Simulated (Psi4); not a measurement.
# C2H7NSi (SMILES C=C[SiH2]N): HF/6-311++G(2d,2p) (density fitting, sweep point 8)

What is the energy change on altering one bond length of C2H7NSi at HF/6-311++G(2d,2p) (density fitting, sweep point 8)? 

The results are computed with Psi4 1.11.

### Step 1. The structure to begin with

C2H7NSi has 11 atoms, charge 0, and is taken as a singlet. As SMILES, `C=C[SiH2]N`. Geometry: relaxed at PBE0-D4/def2-TZVP. This is one conformer, not always the lowest.

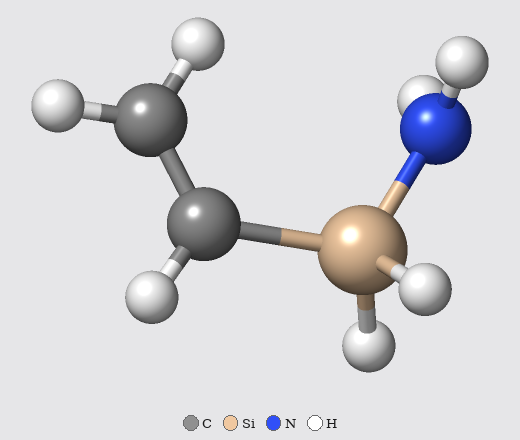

The structure, seen from a chosen angle (carbon grey, silicon light orange, nitrogen blue, hydrogen white).

### Step 2. A single-point energy at HF/6-311++G(2d,2p) (density fitting, sweep point 8)

input.dat reads:

```
memory 1600 mb

molecule system {
  0 1
  C     -0.676100     1.337000    -0.945000
  C      0.089300     1.208600     0.135100
  Si     0.596500    -0.444500     0.832600
  N      0.002900    -1.803700    -0.028600
  H     -0.967100     2.304600    -1.344700
  H     -1.046800     0.465600    -1.479100
  H      0.433000     2.116700     0.631600
  H      0.099500    -0.536600     2.232600
  H      2.083200    -0.516700     0.836000
  H      0.404900    -2.086000    -0.906300
  H     -0.953800    -2.102100     0.056300
  symmetry c1
}

set basis 6-311++G(2d,2p)
set puream true
set scf_type df

energy('hf')
```

Run with:

```sh
$ psi4 -i input.dat -o output.dat -n 1
```

output.dat:

```text
[...]
  Running in c1 symmetry.
[...]
  Nuclear repulsion =  159.293227869650366
[...]
  Multiplicity = 1
[...]
  Nalpha       = 20
  Nbeta        = 20
[...]
    Number of basis functions: 186
[...]
   @DF-RHF iter   1:  -423.05829270168800   -7.69594e-01   3.27954e-03 ADIIS/DIIS
[...]
   @DF-RHF iter   8:  -423.25405857226099   -5.50841e-08   5.48281e-07 DIIS
[...]
    Orbital Energies [Eh]
    ---------------------
    Doubly Occupied:
       1A    -68.774869     2A    -15.533749     3A    -11.235068
       4A    -11.213582     5A     -6.118694     6A     -4.226469
       7A     -4.226215     8A     -4.225671     9A     -1.136978
      10A     -1.032898    11A     -0.792175    12A     -0.702340
      13A     -0.661343    14A     -0.626409    15A     -0.579085
      16A     -0.526860    17A     -0.475945    18A     -0.465101
      19A     -0.397547    20A     -0.373667
[...]
  @DF-RHF Final Energy:  -423.25405857226099
   => Energetics <=
    Nuclear Repulsion Energy =            159.2932278696503658
    One-Electron Energy =                -898.4454089796473681
    Two-Electron Energy =                 315.8981225377359578
    Total Energy =                       -423.2540585722609876
[...]
 Multipole Moments:
 ------------------------------------------------------------------------------------
     Multipole            Electronic (a.u.)      Nuclear  (a.u.)        Total (a.u.)
 ------------------------------------------------------------------------------------
 L = 1.  Multiply by 2.5417464519 to convert [e a0] to [Debye]
 Dipole X            :          0.4852148           -0.8151362           -0.3299215
 Dipole Y            :         -0.3323984            0.3393272            0.0069289
 Dipole Z            :          0.6798403           -1.1465533           -0.4667131
 Magnitude           :                                                    0.5715919
[...]
```

Run time: 3.3 s. Hardware: 1 thread of Intel Xeon 6975P-C (Granite Rapids), shared host; peak memory 0.47 GiB.

### Step 3. The distorted shape, same level

input.inp reads:

```
memory 1.6 GB

molecule {
  C     -0.484756     1.396681    -0.961980
  C      0.280644     1.268281     0.118120
  Si     0.787844    -0.384819     0.815620
  N      0.194244    -1.744019    -0.045580
  H     -0.775756     2.364281    -1.361680
  H     -0.855456     0.525281    -1.496080
  H      0.624344     2.176381     0.614620
  H      0.290844    -0.476919     2.215620
  H      2.274544    -0.457019     0.819020
  H      0.596244    -2.026319    -0.923280
  H     -0.953800    -2.102100     0.056300
  symmetry c1
}

set {
  basis    6-311++G(2d,2p)
  puream   true
  scf_type df
}

e_tot, wfn = energy("hf", return_wfn=True)
```

Run with:

```sh
$ psi4 -n 1 input.inp input.out
```

input.out:

```text
[...]
  Running in c1 symmetry.
[...]
  Nuclear repulsion =  158.382919191674944
[...]
  Multiplicity = 1
[...]
  Nalpha       = 20
  Nbeta        = 20
[...]
    Number of basis functions: 186
[...]
   @DF-RHF iter   1:  -423.02454655063951   -8.47498e-01   3.25412e-03 ADIIS/DIIS
[...]
   @DF-RHF iter   8:  -423.22533529938585   -1.50101e-07   8.40590e-07 DIIS
[...]
    Orbital Energies [Eh]
    ---------------------
    Doubly Occupied:
       1A    -68.775041     2A    -15.551429     3A    -11.234350
       4A    -11.212880     5A     -6.118752     6A     -4.226538
       7A     -4.226246     8A     -4.225718     9A     -1.111034
      10A     -1.031661    11A     -0.790798    12A     -0.698177
      13A     -0.627760    14A     -0.618745    15A     -0.573009
      16A     -0.522143    17A     -0.473238    18A     -0.463913
      19A     -0.395460    20A     -0.373021
[...]
  @DF-RHF Final Energy:  -423.22533529938585
   => Energetics <=
    Nuclear Repulsion Energy =            158.3829191916749437
    One-Electron Energy =                -896.7169238821634281
    Two-Electron Energy =                 315.1086693911025804
    Total Energy =                       -423.2253352993858471
[...]
 Multipole Moments:
 ------------------------------------------------------------------------------------
     Multipole            Electronic (a.u.)      Nuclear  (a.u.)        Total (a.u.)
 ------------------------------------------------------------------------------------
 L = 1.  Multiply by 2.5417464519 to convert [e a0] to [Debye]
 Dipole X            :          0.6086917           -0.9771384           -0.3684468
 Dipole Y            :         -0.3009677            0.2887981           -0.0121697
 Dipole Z            :          0.6731872           -1.1321771           -0.4589899
 Magnitude           :                                                    0.5887044
[...]
```

It took 3.6 s on 1 thread of Intel Xeon 6975P-C (Granite Rapids), shared host; peak memory 0.47 GiB.

### Step 4. What came out

Level: HF/6-311++G(2d,2p) (density fitting, sweep point 8).

```
                                                          quantity          value
                                         first shape: total energy  -423.25406 Eh
                                        first shape: dipole moment         1.45 D
                                          first shape: HOMO energy      -10.17 eV
                                          first shape: LUMO energy        1.13 eV
                                        first shape: HOMO–LUMO gap       11.30 eV
                                     distorted shape: total energy  -423.22534 Eh
                                    distorted shape: dipole moment         1.50 D
                                      distorted shape: HOMO energy      -10.15 eV
                                      distorted shape: LUMO energy        1.11 eV
                                    distorted shape: HOMO–LUMO gap       11.26 eV
energy change with the N4–H11 bond stretched from 1.006 to 1.207 Å       0.782 eV
```

What this shows: With the N4–H11 bond stretched from 1.006 to 1.207 Å the energy rises by 0.78 eV (18.0 kcal/mol). The first shape isn't relaxed at this level, so the change isn't measured from a minimum.
